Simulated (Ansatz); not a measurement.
# Calculations on BSiH7O

## 1. Relaxation

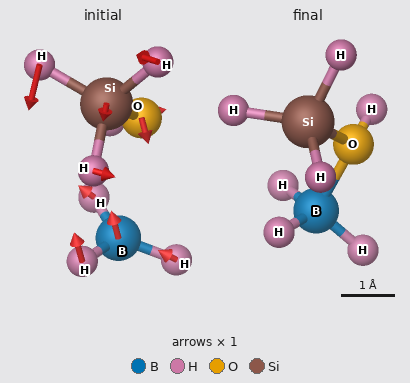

The structure of BSiH7O before (left) and after (right) a relaxation, at one scale. The red arrows give the displacements, at their true length.

Style: ball-and-stick. Shown from a free direction.

The run prepares an end point of a later path (reaction) calculation, from a guessed geometry.

Theory: Ansatz, RKS PBE0-D4/def2-SVP.

Input file:
```yaml
crystal:
  periodic: [false, false, false]
  atoms:
    - { symbol: B, position_ang: [0.065818, 0.436574, 0.015942] }
    - { symbol: H, position_ang: [-0.169151, 0.418603, 1.192864] }
    - { symbol: H, position_ang: [1.177052, 0.709206, -0.362382] }
    - { symbol: H, position_ang: [-0.842636, 0.298324, -0.766387] }
    - { symbol: O, position_ang: [0.294329, -2.067968, 0.666392] }
    - { symbol: Si, position_ang: [-0.726456, -3.159254, -0.100947] }
    - { symbol: H, position_ang: [0.057214, -4.404076, -0.326249] }
    - { symbol: H, position_ang: [-1.915215, -3.449526, 0.758379] }
    - { symbol: H, position_ang: [-1.194023, -2.622366, -1.413079] }
    - { symbol: H, position_ang: [-0.101633, -1.440919, 1.312367] }
basis:
  gaussian: { orbitals: def2-SVP }
hamiltonian:
  xc: pbe0
  dispersion: d4
relax:
  f_tol: 0.03
  max_steps: 50
```

Launched with:
```bash
ansatz run input.yaml --threads 2 --pin off --max-ram 3072MiB --backend cpu --events-out ev --progress --plain --runs-dir out
```

Question: Summarise the run.

Answer: The energy falls by 0.708 eV in 15 accepted moves (16 points after the start). Largest force component: 0.88 eV/Å at the start, 0.021 eV/Å at the end. The line search rejected the trial step at point 13 of the run. The forces were under the threshold at step 14, but the run went on from there. H10 moves most after the best rigid fit: 1.12 Å. By element the largest moves are H 1.12 Å, B 0.61 Å, O 0.53 Å, Si 0.39 Å. Some distances before and after: B1–O5 2.598 → 1.644 Å, B1–Si6 3.684 → 2.770 Å, O5–Si6 1.680 → 1.725 Å, B1–H4 1.207 → 1.231 Å. New bonds form, among them: B1–O5 (2.60 → 1.64 Å). Bond angles that change, for instance: H3–B1–H4 121.1° → 113.9°, H2–B1–H4 119.1° → 113.2°, H8–Si6–H9 109.0° → 114.0°. Groups turn about O5–Si6 by about 115°. Cost: 26 s on 2 threads of Arm Neoverse V1, on a shared host, peak memory 0.15 GiB.

## 2. Relaxation

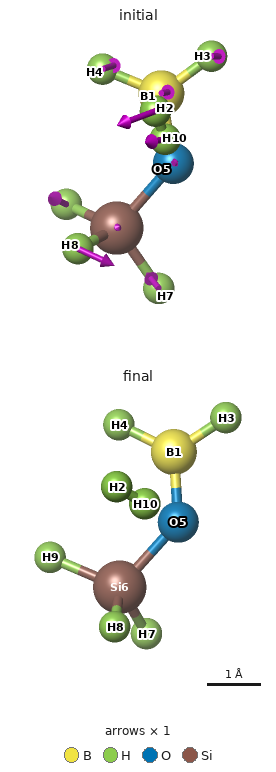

The structure of BSiH$_{7}$O before (top) and after (bottom) a relaxation, at one scale. The purple arrows give the displacements, at their true length.

The picture is a ball-and-stick view, seen from a free direction.

The run prepares an end point of a later path (reaction) calculation, from a guessed geometry.

These are results of RKS PBE0-D4/def2-SVP (Ansatz), not measurements.

Input file:
```yaml
crystal:
  periodic: [false, false, false]
  atoms:
    - { symbol: B, position_ang: [0.165754, -0.349053, -0.337255] }
    - { symbol: H, position_ang: [-0.293554, 0.017552, 1.982975] }
    - { symbol: H, position_ang: [1.113785, 0.390302, -0.192496] }
    - { symbol: H, position_ang: [-0.911702, 0.073265, -0.708952] }
    - { symbol: O, position_ang: [0.364555, -1.701154, -0.148327] }
    - { symbol: Si, position_ang: [-0.704867, -2.988614, -0.314536] }
    - { symbol: H, position_ang: [0.104047, -4.236503, -0.329571] }
    - { symbol: H, position_ang: [-1.62969, -3.004081, 0.852777] }
    - { symbol: H, position_ang: [-1.49066, -2.857666, -1.574364] }
    - { symbol: H, position_ang: [-0.072367, -0.625449, 1.746647] }
basis:
  gaussian: { orbitals: def2-SVP }
hamiltonian:
  xc: pbe0
  dispersion: d4
relax:
  f_tol: 0.03
  max_steps: 50
```

Run as
```bash
ansatz run input.yaml --threads 2 --pin off --max-ram 3072MiB --backend cpu --events-out ev --progress --plain --runs-dir out
```

**What changed between the two?**

The atom that moves furthest after the best rigid fit is H2 (0.98 Å). By element the largest moves are H 0.98 Å, B 0.51 Å, O 0.13 Å, Si 0.11 Å. Some distances before and after: H2–H10 0.720 → 0.762 Å, B1–O5 1.380 → 1.347 Å. Among the angles between lasting bonds that change: B1–O5–Si6 130.2° → 132.7°. Groups turn about O5–Si6 by about 45°. Over 21 accepted moves (24 points after the start) the energy falls by 18.9 kJ/mol. Largest force component: 1.5 eV/Å at the start, 0.02 eV/Å at the end. The line search rejected the trial steps at points 3, 11, 22 of the run. The forces were under the threshold at step 17, but the run went on from there. The run took 37 s on 2 threads of Arm Neoverse V1, with other jobs on the host, peak memory 0.15 GiB.

## 3. Path

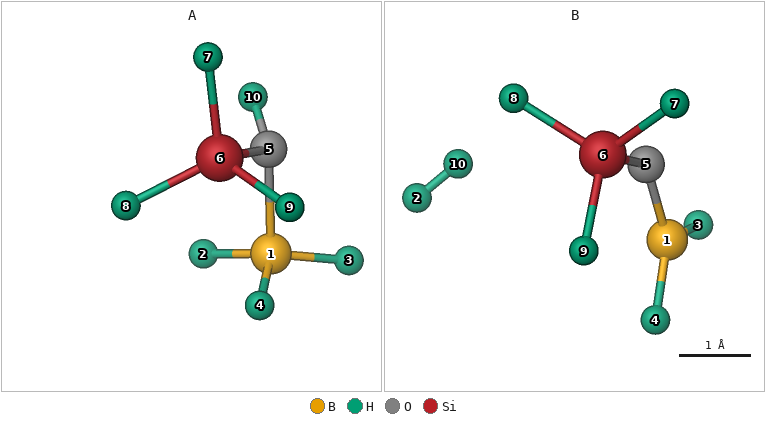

The two relaxed end points of a path for BSiH₇O. The picture is a ball-and-stick view, seen from a free direction.

Computed with RKS PBE0-D4/def2-SVP (Ansatz 0.2.0).

Run with 5 movable images; climbing image; force threshold 0.03 eV/Å; iteration limit 60.

Start:
```xyz
10

B    -0.1361   -0.1155    0.1651
H    -0.5267    0.2352    1.2682
H     0.7882    0.5225   -0.3035
H    -1.0532   -0.3238   -0.6298
O     0.4217   -1.6481    0.3698
Si   -0.7454   -2.7957   -0.1748
H    -0.1907   -4.1044    0.2822
H    -2.0580   -2.5422    0.4680
H    -0.7731   -2.7174   -1.6517
H     0.9186   -1.7919    1.1833
```

End:
```xyz
10

B     0.5270   -0.4799   -0.7289
H    -1.2085    0.0171    2.4174
H     1.5116    0.1975   -0.5334
H    -0.4001   -0.0800   -1.4077
O     0.4815   -1.7068   -0.1737
Si   -0.6714   -2.9328   -0.2049
H    -0.0456   -4.1316   -0.8276
H    -1.0573   -3.2292    1.2020
H    -1.8616   -2.4955   -0.9928
H    -0.6302   -0.4401    2.2264
```

What barrier does the band find between them, and by what path?

The highest point, image 3, lies 83.0 kJ/mol above the start and 134.5 kJ/mol above the end; the end is at −51.5 kJ/mol relative to the start. Breaking: B1–H2 (1.22 → 1.34 at the top → 3.63 Å), O5–H10 (0.96 → 1.24 at the top → 2.93 Å). Forming: H2–H10 (2.49 → 1.04 at the top → 0.76 Å). The band converged in 36 iterations. The largest component of the band force went from 7 to 0.018 eV/Å. The climbing image converged on the top of the path. Its vibrational analysis gives one imaginary mode (1312i cm⁻¹), as a transition state must have.

Energies of the converged images:

```csv
image,path (Å),E (kJ/mol)
0,0.00,0.0
1,0.61,1.9
2,1.22,21.8
3,1.83,83.0
4,3.35,-46.1
5,4.87,-49.7
6,6.38,-51.5
```

The geometry at the top of the path:

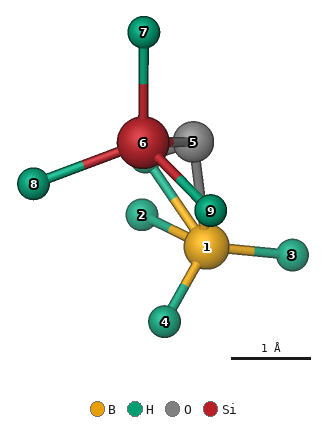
